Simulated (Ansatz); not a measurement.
Consider BH3O2Si.

```xyz
7

O    -1.1041    0.6810   -1.3756
Si   -0.1215    1.1462   -0.0547
B     0.4821   -0.7968    0.3901
O    -0.0299   -1.4134    1.4933
H    -1.5193    1.4613   -1.7898
H     0.3246   -2.3140    1.6245
H     1.3300   -1.3814   -0.2874
```

Method: Ansatz 0.2.0, UKS PBE/def2-SVP.

What can the converged electron density and electron localisation function tell about the bonding?

B–O (1.36 Å): ρ at the midpoint is about 2.1 e/Å³; the ELF peaks at about 0.90 between the atoms: a polar covalent bond.
Si–B (2.08 Å): the density is about 0.76 e/Å³ at the midpoint; the ELF peaks at about 1 between the atoms: a shared electron pair.
O–H (0.98 Å): ρ at the midpoint is about 3.6 e/Å³; the ELF climbs to about 1 towards the hydrogen, as it does in any bond to H; an ordinary covalent bond to hydrogen.
B–H (1.23 Å): ρ at the midpoint is about 1.1 e/Å³; the ELF climbs to about 1 towards the hydrogen (a covalent bond by its length).

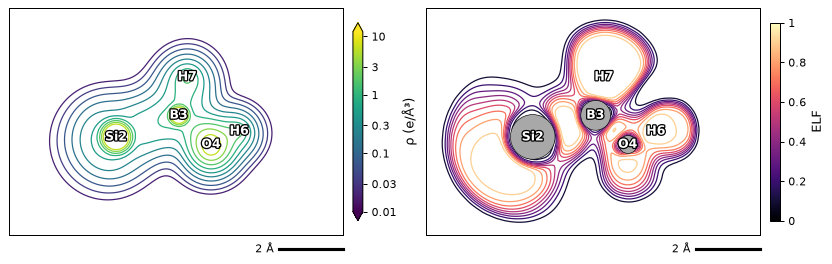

Computed electron density and electron localisation function on the plane of atoms Si2, B3 and O4, in this order. Grey discs cover the atomic cores in the ELF map. 
